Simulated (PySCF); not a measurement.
# SiHCl (SMILES [SiH]Cl), step by step

We compute a series of 19 runs (PBE0-D4/def2-TZVP, CCSD(T)/def2-TZVPP, RI-MP2/def2-QZVPP, PBE-D4/def2-TZVPP, r2SCAN-D4/def2-TZVPP, B3LYP-D4/def2-TZVPP, PBE0-D4/def2-TZVPP, wB97M-V/def2-TZVPP, and more) of ClHSi. 

The calculation is run with PySCF 2.14.0.

1 further run of the same task is left out (for a faulty analytic Hessian).

## (1) The system as given

The species is SiHCl (3 atoms), meant as a singlet with charge 0. As SMILES, `[SiH]Cl`. All atoms were displaced at random from a relaxed shape. The run starts from this shape.

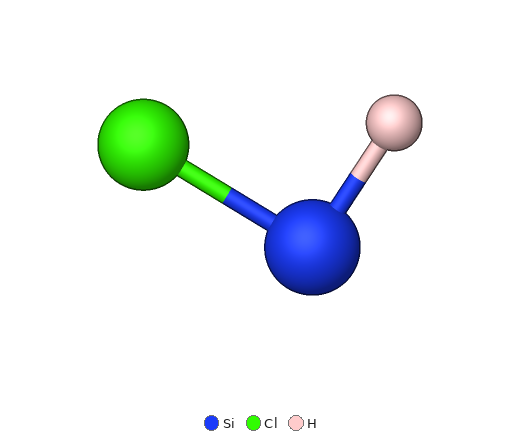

The structure, seen from a chosen angle (silicon blue, chlorine green, hydrogen pink).

## (2) A geometry optimisation at PBE0-D4/def2-TZVP (density fitting with def2-universal-jkfit) (run 1)

start.xyz reads:

```xyz
3
ClHSi
Si    -0.565602     0.591493    -0.225172
Cl     1.270483     0.324248     0.720517
H     -0.729966    -0.987202    -0.455283
```

input.py reads:

```python
from pyscf import gto, dft
from pyscf.geomopt.geometric_solver import kernel as optimise

mol = gto.M(
    atom='start.xyz',
    max_memory=1860,
    basis='def2-tzvp',
    verbose=3,
)

ks = dft.RKS(mol)
ks.xc = 'pbe0'
ks = ks.density_fit(auxbasis='def2-universal-jkfit')
ks.grids.level = 4
ks.disp = 'd4'
ks.max_cycle = 100
ks.conv_tol = 1e-09
converged, mol_eq = optimise(ks, maxsteps=100)
print('converged:', converged)
print(mol_eq.tostring())

ks.reset(mol_eq)
mol = mol_eq
ks.kernel()
energy = ks.e_tot
print('E = %.10f Eh' % energy)
```

Started as:

```sh
$ OMP_NUM_THREADS=1 python input.py
```

Output:

```text
maxiter                   100
[... 19 lines left out ...]
> Will converge when all 5 criteria are reached:
[... 16 lines left out ...]
converged SCF energy = -750.026669270481
[... 16 lines left out ...]
converged SCF energy = -750.028288394387
[... 33 lines left out ...]
converged SCF energy = -750.028327029312
[... 26 lines left out ...]
Converged! =D
[... 1 line left out ...]
converged: True
Si         -0.55760236        0.54439741       -0.22518759
Cl          1.27804270        0.33920125        0.72539928
H          -0.74533619       -0.95500867       -0.46036687
converged SCF energy = -750.028327086592
E = -750.0283270866 Eh
```

Run time: 22 s. Hardware: 1 thread of Arm Neoverse V2, shared host; peak memory 0.78 GiB.

Step by step:

| step | energy from the first frame kept (eV) | largest force (eV/Å) |
| --- | --- | --- |
| 0 | 0.0000 | 1.1100 |
| 1 | -0.0441 | 0.0926 |
| 2 | -0.0451 | 0.0201 |
| 3 | -0.0451 | 0.0075 |
| 4 | -0.0451 | 0.0020 |

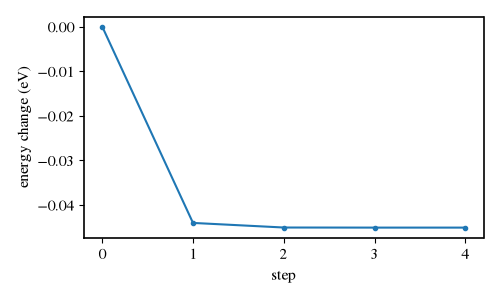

Energy along the run.

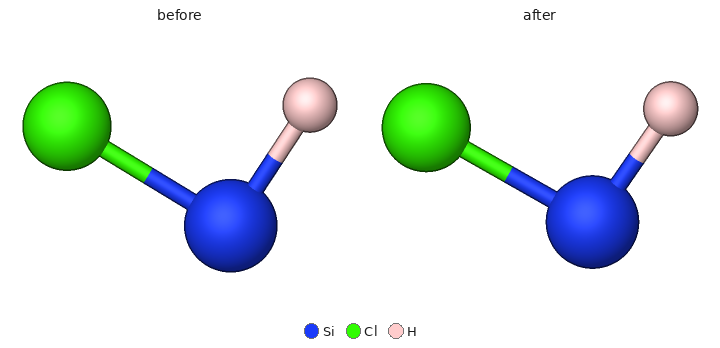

Before and after, at one scale.

After the run. Bond lengths: Si1–Cl2 2.077 Å, Si1–H3 1.529 Å. Angles: Cl2–Si1–H3 94.7°.

## (3) The energy at CCSD(T)/def2-TZVPP (run 3)

run.py reads:

```python
from pyscf import gto, scf, cc

system = gto.Mole()
system.atom = '''
Si    -1.053715     1.028761    -0.425544
Cl     2.415151     0.640997     1.370805
H     -1.408481    -1.804705    -0.869968
'''
system.basis = 'def2-tzvpp'
system.max_memory = 1860
system.unit = 'bohr'
system.verbose = 3
system.build()

hf = scf.RHF(system)
hf.conv_tol = 1e-10
hf.kernel()
if not hf.converged:
    hf = hf.newton().run(hf.mo_coeff, hf.mo_occ)

mycc = cc.CCSD(hf, frozen=10)
mycc.kernel()
e_t = mycc.ccsd_t()
etot = mycc.e_tot + e_t
print(f'total energy: {etot:.8f} hartree')
```

Started as:

```sh
$ OMP_NUM_THREADS=1 python run.py
```

Output:

```text
converged SCF energy = -749.029036261888
E(CCSD) = -749.3530862789095  E_corr = -0.324050017021421
CCSD(T) correction = -0.0136713644933365
total energy: -749.36675764 hartree
```

Run time: 15 s. Hardware: 1 thread of Arm Neoverse V2, shared host; peak memory 0.49 GiB.

Runs 4 to 17 aren't shown in full; the table further down has their settings and results.

## (4) The doublet cation: the energy at UPBE0-D4/def2-TZVPP (run 18)

calc.py reads:

```python
from pyscf import gto, dft

mol = gto.Mole()
mol.atom = '''
Si    -1.053715     1.028761    -0.425544
Cl     2.415151     0.640997     1.370805
H     -1.408481    -1.804705    -0.869968
'''
mol.basis = 'def2-tzvpp'
mol.verbose = 3
mol.unit = 'bohr'
mol.charge = 1
mol.max_memory = 1860
mol.spin = 1
mol.build()

myscf = dft.UKS(mol)
myscf.xc = 'pbe0'
myscf.disp = 'd4'
myscf.conv_tol = 1e-10
myscf.grids.level = 5
myscf.kernel()
if not myscf.converged:
    myscf = myscf.newton().run(myscf.mo_coeff, myscf.mo_occ)

etot = myscf.e_tot
print(f'total energy: {etot:.8f} hartree')
```

Started as:

```sh
$ OMP_NUM_THREADS=1 python calc.py
```

Output:

```text
WARN: HOMO -0.235223013769751 >= LUMO -0.235223013769758

converged SCF energy = -749.685551003908  <S^2> = 0.75856779  2S+1 = 2.0085495
total energy: -749.68555100 hartree
```

Wall time 16 s (1 thread of Arm Neoverse V2, shared host); peak memory 0.48 GiB.

Run 19 isn't shown in full; the table further down has it.

## (5) The doublet cation: a single-point energy at UB3LYP/6-31G(d) (spherical functions) (run 20)

calc.py reads:

```python
from pyscf import gto, dft

mol = gto.M(
    atom='''
Si    -1.053715     1.028761    -0.425544
Cl     2.415151     0.640997     1.370805
H     -1.408481    -1.804705    -0.869968
''',
    charge=1,
    verbose=3,
    unit='bohr',
    spin=1,
    basis='6-31g*',
    max_memory=1860,
)

mf = dft.UKS(mol)
mf.xc = 'b3lyp'
mf.conv_tol = 1e-10
mf.grids.level = 5
mf.kernel()
if not mf.converged:
    mf = mf.newton().run(mf.mo_coeff, mf.mo_occ)

e_tot = mf.e_tot
print(f'total energy: {e_tot:.8f} hartree')
```

Started as:

```sh
$ OMP_NUM_THREADS=1 python calc.py
```

Output:

```text
WARN: HOMO -0.233709183446087 >= LUMO -0.23370918344609

converged SCF energy = -749.927150823776  <S^2> = 0.75598956  2S+1 = 2.0059806
total energy: -749.92715082 hartree
```

It took 5.4 s on 1 thread of Arm Neoverse V2, shared host; peak memory 0.24 GiB.

## (6) The series

```csv
run,level,task,integral approximation,partner,energy (Eh),dipole moment (D) of the reference,HOMO energy (eV),LUMO energy (eV),wall time
1,PBE0-D4/def2-TZVP (density fitting with def2-universal-jkfit),optimise,def2-universal-jkfit,base,-750.028327,0.97,-6.99,-2.97,22 s
3,CCSD(T)/def2-TZVPP,energy,none,base,-749.366758,1.24,-9.49,0.22,15 s
4,RI-MP2/def2-QZVPP (density fitting with def2-universal-jkfit),energy,def2-universal-jkfit,base,-749.368037,1.22,-9.51,0.13,1.8 s
5,PBE-D4/def2-TZVPP,energy,none,base,-749.967203,0.81,-5.89,-3.80,7.2 s
6,r2SCAN-D4/def2-TZVPP,energy,none,base,-750.240417,0.85,-6.11,-3.69,15 s
7,B3LYP-D4/def2-TZVPP,energy,none,base,-750.344276,1.00,-6.81,-3.14,7.2 s
8,PBE0-D4/def2-TZVPP,energy,none,base,-750.028587,0.97,-6.99,-2.97,7.2 s
9,wB97M-V/def2-TZVPP,energy,none,base,-750.262172,1.09,-9.06,-0.94,28 s
10,B2PLYP/def2-TZVPP,energy,none,base,-750.053027,1.14,-7.92,-1.73,7.8 s
11,SVWN5/def2-TZVPP,energy,none,base,-747.657849,0.86,-5.95,-3.98,4.8 s
12,M06-2X/def2-TZVPP,energy,none,base,-750.267868,1.18,-8.03,-2.07,16 s
13,B3LYP/6-31G* (spherical functions),energy,none,base,-750.274173,1.26,-6.80,-3.17,2.9 s
14,HF/STO-3G,energy,none,base,-740.756385,2.97,-7.31,4.76,0.6 s
15,UCCSD(T)/def2-TZVPP,energy,none,cation,-749.019308,–,-18.28,-7.78,69 s
16,UPBE-D4/def2-TZVPP,energy,none,cation,-749.629013,–,-13.78,-12.46,15 s
17,UB3LYP-D4/def2-TZVPP,energy,none,cation,-749.998660,–,-14.81,-11.95,16 s
18,UPBE0-D4/def2-TZVPP,energy,none,cation,-749.685551,–,-15.08,-11.60,16 s
19,U-wB97M-V/def2-TZVPP,energy,none,cation,-749.915013,–,-16.99,-9.80,56 s
20,UB3LYP/6-31G* (spherical functions),energy,none,cation,-749.927151,–,-14.87,-12.06,5.4 s
```

## (7) Summary of results

| quantity | value |
| --- | --- |
| doublet cation, run 20: total energy | -749.92715 Eh |
| doublet cation, run 20: HOMO energy (highest over α and β) | -14.87 eV |
| doublet cation, run 20: LUMO energy (lowest over α and β) | -12.06 eV |
| doublet cation, run 20: ⟨S²⟩ | 0.756 |
| vertical ionisation energy (to the doublet cation), CCSD(T)/def2-TZVPP | 9.455 eV |
| vertical ionisation energy (to the doublet cation), PBE-D4/def2-TZVPP | 9.203 eV |
| vertical ionisation energy (to the doublet cation), B3LYP-D4/def2-TZVPP | 9.405 eV |
| vertical ionisation energy (to the doublet cation), PBE0-D4/def2-TZVPP | 9.334 eV |
| vertical ionisation energy (to the doublet cation), wB97M-V/def2-TZVPP | 9.447 eV |
| vertical ionisation energy (to the doublet cation), B3LYP/6-31G* | 9.443 eV |

In words: At CCSD(T)/def2-TZVPP: removing an electron at fixed nuclei costs 9.45 eV (218 kcal/mol). At PBE-D4/def2-TZVPP: removing an electron at fixed nuclei costs 9.20 eV (212 kcal/mol). −ε(HOMO) before ionisation, 5.89 eV, is 3.32 eV below this ionisation energy. At B3LYP-D4/def2-TZVPP: removing an electron at fixed nuclei costs 9.40 eV (907 kJ/mol). −ε(HOMO) before ionisation, 6.81 eV, is 2.59 eV below this ionisation energy. At PBE0-D4/def2-TZVPP: the vertical ionisation energy comes to 9.33 eV (901 kJ/mol). Totals of different functionals can't be ranked against each other. In run 14 the basis is minimal, so the values are rough. All runs together took 5.2 min, the longest 69 s.
